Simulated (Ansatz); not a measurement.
# AlH3 (SMILES [H][Al]([H])[H]) at CCSD(T)/6-31G(d) (spherical functions)

Aim: the energy change on altering one bond length of AlH3 at CCSD(T)/6-31G* (spherical functions), from 2 runs. 

The calculation is run with Ansatz 0.2.0.

61 further runs of the same task are left out: 2 that didn't finish, 59 set aside as unsound or not needed.

### Step 1. The system as given

AlH3: 4 atoms, total charge 0, spin state singlet. SMILES: `[H][Al]([H])[H]`. The shape comes from GFN2-xTB, which is rough for such elements, and wasn't checked as a minimum.

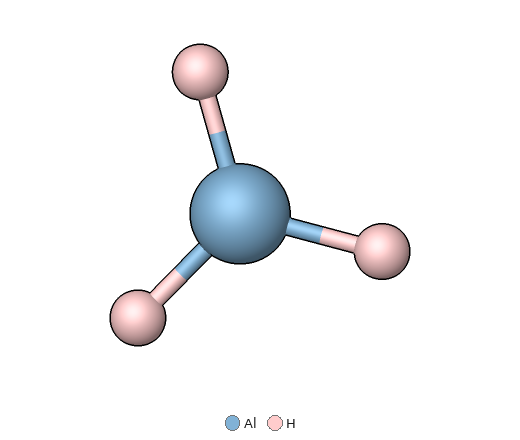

Viewed from a chosen angle; aluminium light blue, hydrogen pink.

### Step 2. A single-point energy at CCSD(T)/6-31G(d) (spherical functions)

job.yaml reads:

```yaml
crystal:
  periodic: [false, false, false]
  atoms:
    - {symbol: Al, position_ang: [-0.000010, -0.000020, 0.000020]}
    - {symbol: H, position_ang: [1.552650, -0.030520, 0.014610]}
    - {symbol: H, position_ang: [-0.749810, 1.359840, -0.019120]}
    - {symbol: H, position_ang: [-0.802830, -1.329300, 0.004480]}
basis:
  gaussian:
    orbitals: 6-31G_st_-spherical.json
accuracy: high
correlation:
  method: ccsd_t
  frozen_orbitals: {Al: 5, H: 0}
scf:
  omitted_lower_state_checks: [cluster_reference, increment]
```

The basis set 6-31G* is read from a file made from the Basis Set Exchange's data (not shown).

Launch:

```sh
$ ansatz run job.yaml --threads 1 --pin off --max-ram 2610MiB --events-out events.jsonl --progress --plain --runs-dir runs
```

Log, shortened:

```text
Warning: RAYON_NUM_THREADS=1 ignored (pool sized by the plan → 1); use --threads N
Functional definition: HF
  name "HF"
[...]
453 factors; integrals over basis functions are off by at most 3.6e-9 eV
[...]
mean field -6629.09237850 eV, -243.6146515496 hartree, gradient 1.0e-8 eV, S^2 0.000000; 0 other end points of the search recorded, 0 dependent functions left out
5 core orbitals not correlated: weight in the atoms' cores, before any rotation towards them, 1.000 or more for the frozen orbitals, at most 0.000 for the correlated occupied ones
reference -6629.09237850 eV, -243.6146515496 hartree; 3, 3 occupied and 16, 16 virtual orbitals, 453 factors
second order -1.42972576 eV of doubles, -0.00000000 eV of singles
cycle   1  -1.77406246 eV  change   -3.4e-1 eV  update   4.8e-2
[...]
cycle  17  -1.93290292 eV  change  -6.4e-11 eV  update  2.8e-10
perturbative correction -0.02565153 eV, -0.0009426764 hartree
Total energy: -6631.05093295 eV, -243.6866270982 hartree
Checks for a lower state left out: cluster_reference, increment
```

Run time: 0.18 s. Hardware: 1 thread of Arm Neoverse V2, shared host.

### Step 3. The distorted shape at the same level

molecule.yaml reads:

```yaml
basis:
  gaussian:
    orbitals: 6-31G_st_-spherical.json
crystal:
  periodic: [false, false, false]
  atoms:
    - {symbol: Al, position_ang: [-0.388190, 0.007605, -0.003628]}
    - {symbol: H, position_ang: [1.552650, -0.030520, 0.014610]}
    - {symbol: H, position_ang: [-1.137990, 1.367465, -0.022768]}
    - {symbol: H, position_ang: [-1.191010, -1.321675, 0.000832]}
correlation:
  method: ccsd_t
  frozen_orbitals: {Al: 5, H: 0}
accuracy: high
scf:
  omitted_lower_state_checks: [cluster_reference, increment]
```

The basis set 6-31G* is read from a file made from the Basis Set Exchange's data (not shown).

Launch:

```sh
$ ansatz run molecule.yaml --threads 1 --pin off --max-ram 2610MiB --events-out events.jsonl --progress --plain --runs-dir runs
```

Log, shortened:

```text
Warning: RAYON_NUM_THREADS=1 ignored (pool sized by the plan → 1); use --threads N
Functional definition: HF
  name "HF"
[...]
453 factors; integrals over basis functions are off by at most 3.6e-9 eV
[...]
mean field -6628.48842789 eV, -243.5924567740 hartree, gradient 4.7e-8 eV, S^2 0.000000; 0 other end points of the search recorded, 0 dependent functions left out
5 core orbitals not correlated: weight in the atoms' cores, before any rotation towards them, 1.000 or more for the frozen orbitals, at most 0.000 for the correlated occupied ones
reference -6628.48842789 eV, -243.5924567740 hartree; 3, 3 occupied and 16, 16 virtual orbitals, 453 factors
second order -1.47440472 eV of doubles, -0.00000000 eV of singles
cycle   1  -1.84384047 eV  change   -3.7e-1 eV  update   5.5e-2
[...]
cycle  20  -2.04187180 eV  change  -2.1e-11 eV  update  1.8e-10
perturbative correction -0.03102988 eV, -0.0011403272 hartree
Total energy: -6630.56132957 eV, -243.6686345059 hartree
Checks for a lower state left out: cluster_reference, increment
```

It took 0.18 s on 1 thread of Arm Neoverse V2, shared host.

### Step 4. Results

At CCSD(T)/6-31G* (spherical functions), 5 core orbitals frozen:

| quantity | value |
| --- | --- |
| first shape: total energy | -243.68663 Eh |
| first shape: correlation energy (5 core orbitals frozen) | -72.0 mEh |
| first shape: (T) correction | -0.94 mEh |
| first shape: T1 diagnostic | 0.013 |
| distorted shape: total energy | -243.66863 Eh |
| distorted shape: correlation energy (5 core orbitals frozen) | -76.2 mEh |
| distorted shape: (T) correction | -1.14 mEh |
| distorted shape: T1 diagnostic | 0.015 |
| energy change with the Al1–H2 bond stretched from 1.553 to 1.941 Å | 0.490 eV |

What this shows: With the Al1–H2 bond stretched from 1.553 to 1.941 Å the energy rises by 0.49 eV (47.2 kJ/mol). The first shape isn't relaxed at this level, so the change isn't measured from a minimum. The triples (first shape) make up 1.3 % of the correlation energy. The triples (distorted shape) make up 1.5 % of the correlation energy.
